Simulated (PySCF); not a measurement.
**CoN₂⁻: relaxation and vibrations of the triplet**

Aim: relax CoN₂⁻ as a triplet from a linear start, check by its vibrations whether the end is a minimum, and collect its spectrum and constants.

The runs use PySCF 2.14.0; PBE0, basis Co def2-TZVPD, N def2-TZVPD, no relativity, density fitting.

**1. Where the work starts**

3 atoms, charge -1, spin multiplicity 3.

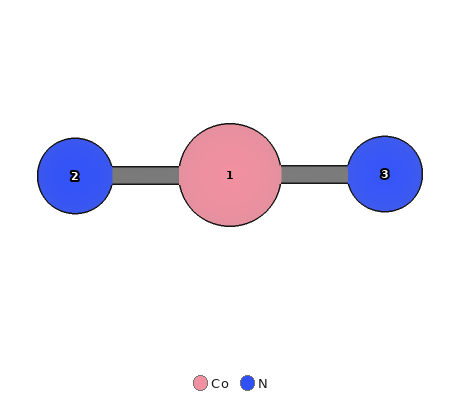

As it starts; cobalt pink, nitrogen blue; atoms are numbered from 1 in the order of the file.

Z-matrix (Å, degrees; charge -1 multiplicity 3):
```
Co
N  1 1.6300
N  1 1.6300 2 180.00
```

**2. Relaxation: linear start, triplet**

The steps below are one call of a driver around PySCF. For each, scf.py gives the equivalent set-up of the SCF; relaxations use the driver's own optimiser. Before each start the driver seeks the lowest SCF state from one or more starting densities and follows internal instabilities, so scf.py alone need not reach the same state.

The program finds D∞h symmetry in the start, which this walk keeps. The walk stops when the largest gradient is under 0.0003 Eh/bohr and the energy has settled too.

File scf.py:

```python
from pyscf import gto, scf, dft
mol = gto.M(atom='''
Co     0.000000     0.000000     0.000000
N      0.000000     0.000000     1.630000
N      0.000000     0.000000    -1.630000''',
    basis={'Co': 'def2-TZVPD', 'N': 'def2-TZVPD'},
    charge=-1, spin=2)
mf = dft.UKS(mol, xc='PBE0')
mf.grids.atom_grid = (50, 194)
aux = {'Co': 'def2-universal-JKFIT', 'N': 'def2-universal-JKFIT'}
mf = mf.density_fit(auxbasis=aux)
mf.kernel()
```

Energy and gradient, step by step:

```tsv
step	energy (Eh)	change (kJ/mol)	largest symmetric gradient (Eh/bohr)
0	-1491.787546	0.00	0.04159
1	-1491.792073	-11.89	0.00232
2	-1491.792084	-11.92	0.00046
3	-1491.792085	-11.92	0.00001
```

The walk ran for 5.7 s (8 threads, shared host).

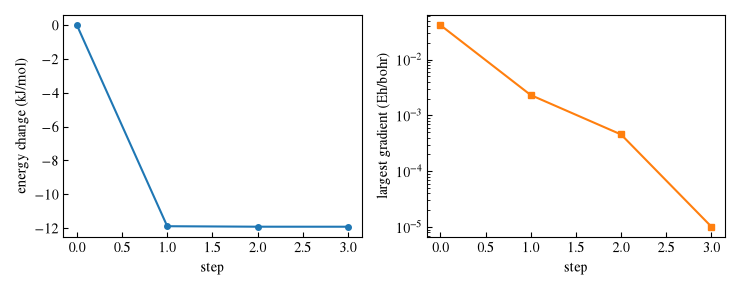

How energy and gradient fall.

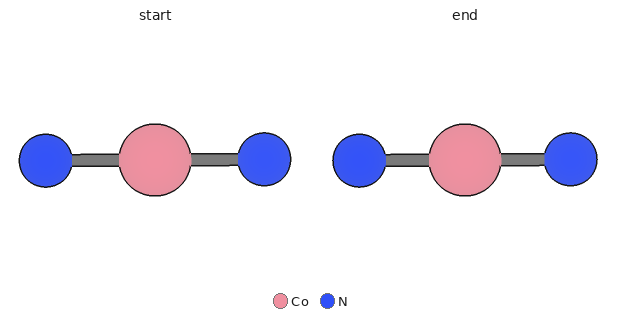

The geometry along the walk, at one scale.

After 3 steps and 11.9 kJ/mol it ends at D∞h: Co–N 1.576 Å (×2); N–Co–N 180.0°.

**3. Frequencies**

The point is checked on the finer grid, and tightened if its gradient asks for it. The Hessian and the dipole derivatives come from central differences of analytic gradients, with steps of 0.01 bohr.

scf.py, as its differences from that of step 2:

```diff
@@ -3,3 +3,3 @@
-Co     0.000000     0.000000     0.000000
-N      0.000000     0.000000     1.630000
-N      0.000000     0.000000    -1.630000''',
+Co     0.000000    -0.000000     0.000000
+N      0.000000    -0.000000     1.575608
+N      0.000000     0.000000    -1.575608''',
@@ -9 +9 @@
-mf.grids.atom_grid = (50, 194)
+mf.grids.atom_grid = (75, 302)
```

The driver hands on the density of the step before, so the log starts near convergence.

SCF at the final geometry:

```text
init E= -1491.79203688989
[... the frontier-level lines of each cycle are left out ...]
cycle= 1 E= -1491.79203685368  delta_E= 3.62e-08  |g|= 0.000296  |ddm|= 0.000179
cycle= 2 E= -1491.7920358927  delta_E= 9.61e-07  |g|= 0.00156  |ddm|= 0.000911
cycle= 3 E= -1491.7920368851  delta_E= -9.92e-07  |g|= 0.000161  |ddm|= 0.000745
cycle= 4 E= -1491.79203689156  delta_E= -6.46e-09  |g|= 3.52e-06  |ddm|= 5.56e-05
cycle= 5 E= -1491.79203689166  delta_E= -9.39e-11  |g|= 4.43e-06  |ddm|= 1.5e-05
Extra cycle  E= -1491.79203689159  delta_E= 6.8e-11  |g|= 2.15e-05  |ddm|= 1.19e-05
converged SCF energy = -1491.79203689159  <S^2> = 2.0127367  2S+1 = 3.0084791
```

The whole step took 15 s.

Geometry: D∞h; Co–N 1.576 Å (×2); N–Co–N 180.0°.

Harmonic modes (main isotopes):

| symmetry | ω (cm⁻¹) | IR (km/mol) |
| --- | --- | --- |
| πu | 147i | 23.9 |
| σu+ | 867 | 90.0 |
| σg+ | 952 | 0.0 |

With 2 modes imaginary (up to 147i cm⁻¹) this point is a saddle.

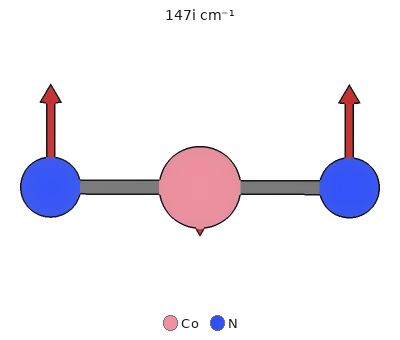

The imaginary mode, as arrows.

Properties at this point:

```yaml
Dipole_moment_about_the_centre_of_mass: 0.00 D
Highest_occupied_level: -1.10 eV
Lowest_empty_level: 2.25 eV
Rotational_constants: 0.2425 cm⁻¹
Zero-point_energy_real_modes: 10.9 kJ/mol
Principal_polarisabilities: 47.6, 47.6, 90.8 bohr³
Principal_traceless_quadrupole_moments_about_the_centre_of_mass: -10.67, 5.33, 5.33 D Å
Spin_squared_⟨S²⟩: 2.013
```

Populations by atom (charges in e):

```csv
atom,Mulliken,Löwdin,polar tensor,spin (Mulliken),Mayer order to Co1
Co1,-0.14,-0.17,0.08,0.89,–
"N2,3",-0.43,-0.42,-0.54,0.55,1.91
```

Mulliken populations on Co1: s 6.85, p 12.60, d 7.69, f 0.00.

**4. Following the imaginary mode**

The start is the last point, displaced along its most imaginary mode.

The program finds C2v symmetry in the start, which this walk keeps.

scf.py, as its differences from that of step 3:

```diff
@@ -3,3 +3,3 @@
-Co     0.000000    -0.000000     0.000000
-N      0.000000    -0.000000     1.575608
-N      0.000000     0.000000    -1.575608''',
+Co    -0.118805     0.000000    -0.000000
+N      0.250000     0.000000     1.575608
+N      0.250000    -0.000000    -1.575608''',
@@ -9 +9 @@
-mf.grids.atom_grid = (75, 302)
+mf.grids.atom_grid = (50, 194)
```

Steps of the walk:

```tsv
step	energy (Eh)	change (kJ/mol)	largest symmetric gradient (Eh/bohr)
0	-1491.792147	0.00	0.03030
1	-1491.794837	-7.06	0.00359
2	-1491.795091	-7.73	0.00538
3	-1491.795760	-9.48	0.00530
4	-1491.795853	-9.73	0.00374
5	-1491.795973	-10.05	0.00135
6	-1491.795980	-10.06	0.00056
7	-1491.795981	-10.06	0.00013
```

The walk took 16 s.

Positions (Å) and forces (eV/Å) along the way:

```
step 0
Co  -0.119   0.000   0.000   0.387   0.000  -0.001
N    0.250   0.000   1.576  -0.193   0.000  -1.558
N    0.250   0.000  -1.576  -0.194   0.000   1.558
step 1
Co  -0.130   0.000   0.000  -0.176   0.000   0.000
N    0.255   0.000   1.534   0.088   0.000  -0.185
N    0.255   0.000  -1.534   0.088   0.000   0.185
step 4
Co  -0.290   0.000   0.000   0.192   0.000   0.000
N    0.336   0.000   1.459  -0.096   0.000  -0.087
N    0.336   0.000  -1.459  -0.096   0.000   0.087
step 7
Co  -0.256   0.000   0.000  -0.001   0.000  -0.002
N    0.318   0.000   1.475   0.001   0.000   0.008
N    0.318   0.000  -1.475   0.000   0.000  -0.006
```

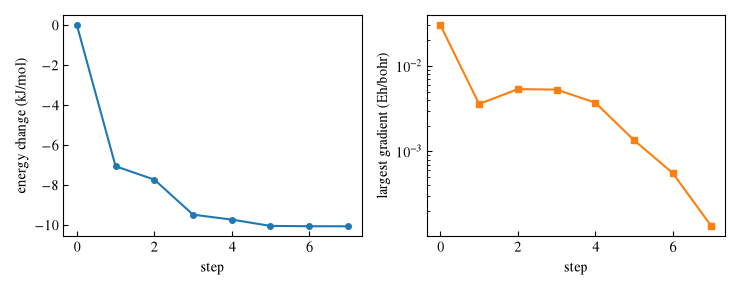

How energy and gradient fall.

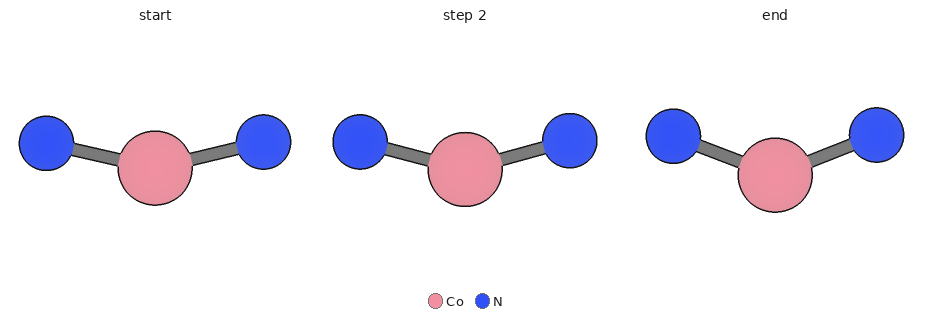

The geometry along the walk, at one scale.

After 7 steps and 10.1 kJ/mol it ends at C2v: Co–N 1.583 Å (×2); N–Co–N 137.5°.

**5. Hessian and properties**

The same treatment as at the point before.

scf.py, as its differences from that of step 4:

```diff
@@ -3,3 +3,3 @@
-Co    -0.118805     0.000000    -0.000000
-N      0.250000     0.000000     1.575608
-N      0.250000    -0.000000    -1.575608''',
+Co    -0.185097     0.000000    -0.000000
+N      0.389167     0.000000     1.475215
+N      0.389167    -0.000000    -1.475215''',
@@ -9 +9 @@
-mf.grids.atom_grid = (50, 194)
+mf.grids.atom_grid = (75, 302)
```

Log of the central SCF (cycles and frontier levels):

```text
init E= -1491.79581939018
[... the frontier-level lines of each cycle are left out ...]
cycle= 1 E= -1491.79581934364  delta_E= 4.65e-08  |g|= 0.00039  |ddm|= 0.00021
cycle= 2 E= -1491.79581786588  delta_E= 1.48e-06  |g|= 0.00234  |ddm|= 0.00113
cycle= 3 E= -1491.7958193625  delta_E= -1.5e-06  |g|= 0.000287  |ddm|= 0.0009
cycle= 4 E= -1491.79581939253  delta_E= -3e-08  |g|= 7.62e-06  |ddm|= 0.000144
cycle= 5 E= -1491.79581939268  delta_E= -1.41e-10  |g|= 5.73e-06  |ddm|= 1.96e-05
cycle= 6 E= -1491.79581939315  delta_E= -4.75e-10  |g|= 3.85e-06  |ddm|= 0.000115
cycle= 7 E= -1491.79581939317  delta_E= -1.82e-11  |g|= 1.31e-06  |ddm|= 7.09e-06
Extra cycle  E= -1491.79581939318  delta_E= -1e-11  |g|= 1.2e-06  |ddm|= 5.38e-06
converged SCF energy = -1491.79581939318  <S^2> = 2.0284232  2S+1 = 3.0188893
```

The whole step took 26 s.

Geometry: C2v; Co–N 1.583 Å (×2); N–Co–N 137.5°.

Harmonic modes (main isotopes):

```json
{"symmetry": "a1", "ω (cm⁻¹)": "154", "IR (km/mol)": "13.7", "type": "bend"}
{"symmetry": "b2", "ω (cm⁻¹)": "277", "IR (km/mol)": "458", "type": "stretch"}
{"symmetry": "a1", "ω (cm⁻¹)": "915", "IR (km/mol)": "42.0", "type": "stretch"}
```

Every mode is real; the point is a minimum.

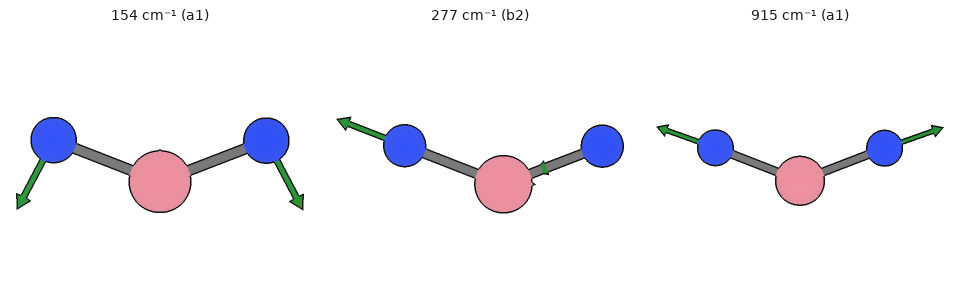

How the atoms move in 3 of the modes.

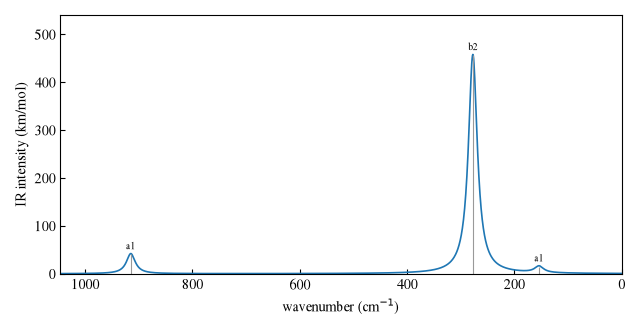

The harmonic infrared spectrum (widths in cm⁻¹). Lines are broadened to a width of 20 cm⁻¹ (Lorentzian).

Constants and moments:

* Dipole moment about the centre of mass: 1.50 D
* Highest occupied level: -0.51 eV
* Lowest empty level: 2.12 eV
* Rotational constants: 2.693, 0.2766, 0.2508 cm⁻¹
* Zero-point energy: 8.0 kJ/mol
* Principal polarisabilities: 53.4, 59.6, 85.7 bohr³
* Principal traceless quadrupole moments about the centre of mass: -10.68, 3.64, 7.04 D Å
* Entropy at 298.15 K and 1 bar (electronic part: spin only): 276.7 J/(mol K)
* Heat capacity Cp at 298.15 K: 50.4 J/(mol K)
* Enthalpy at 298.15 K above 0 K: 12.90 kJ/mol
* Rotational symmetry number: 2
* Spin squared ⟨S²⟩: 2.028

Charges (e) and bond orders:

```csv
atom,Mulliken,Löwdin,polar tensor,spin (Mulliken),Mayer order to Co1
Co1,-0.07,-0.24,0.75,0.46,–
"N2,3",-0.47,-0.38,-0.87,0.77,2.01
```

Mulliken populations on Co1: s 6.80, p 12.54, d 7.73, f 0.00.

**6. The points found, side by side**

| spin | group | bonds | imaginary modes (cm⁻¹) | ΔE (kJ/mol) | with zero-point energy |
| --- | --- | --- | --- | --- | --- |
| triplet | C2v | Co–N 1.583 Å (×2) | none | 0.0 | 0.0 |
| triplet | D∞h | Co–N 1.576 Å (×2) | 147i, 147i | 9.9 | – |

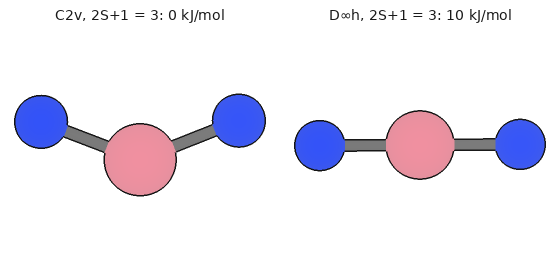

The points, lowest first (cobalt pink, nitrogen blue).

**7. Summary of results**

```
                                          quantity                             value
                                           minimum                      triplet, C2v
                                          geometry  Co–N 1.583 Å (×2); N–Co–N 137.5°
                                wavenumbers (cm⁻¹)      154 (a1), 277 (b2), 915 (a1)
                    dipole moment (centre of mass)                            1.50 D
highest occupied, lowest empty level (either spin)                    -0.51, 2.12 eV
                        polar-tensor charge of Co1                           +0.75 e
                                 zero-point energy                        8.0 kJ/mol
                               entropy at 298.15 K                   276.7 J/(mol K)
                                              ⟨S²⟩                             2.028
```

The linear start (D∞h) ends in a minimum of C2v symmetry, after a stop at a second-order saddle point 9.9 kJ/mol higher, from which it was pushed off along an imaginary mode. The strongest infrared band lies at 277 cm⁻¹ (b2, stretch). Only this shape and spin were tried, so other structures or states may lie lower. Open d and f shells are described by one determinant, and the ground state may have another occupation or spin.

The search up to here ran for 83 s (8 threads, shared host).
